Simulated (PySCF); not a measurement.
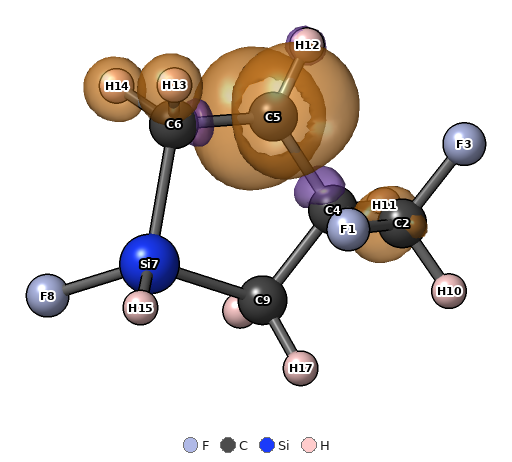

Figure 1: C$_{5}$H$_{8}$F$_{3}$Si (doublet). Isosurfaces of the spin density at +0.03 (orange) and −0.03 e/Å³ (purple), seen across its widest extent.

Geometry: GFN2-xTB.

Computed with PySCF, UKS B3LYP, pcH-1 on C F H Si, non-relativistic, mean-field spin-orbit, GIAO.

```csv
atom,x (Å),y (Å),z (Å)
F,-1.4584,1.2516,0.7436
C,-1.8408,0.3663,-0.2113
F,-2.8211,-0.3856,0.3424
C,-0.6534,-0.5091,-0.6634
C,-0.1065,-1.2666,0.4899
C,0.9904,-0.6461,1.2668
Si,1.5166,0.8731,0.2531
F,3.0819,0.7813,-0.1582
C,0.4365,0.4049,-1.2419
H,-2.2920,0.9440,-1.0339
H,-1.0707,-1.1858,-1.4194
H,-0.6154,-2.1449,0.8452
H,0.6462,-0.3916,2.2757
H,1.8079,-1.3595,1.4195
H,1.3523,2.1957,0.8217
H,1.0246,-0.1602,-1.9652
H,-0.0053,1.2445,-1.7744
```

Question: Where is the unpaired spin?

Answer: The unpaired spin (1 electron) lies mostly on C5 (about 0.7), in electrons by Hirshfeld's partition.
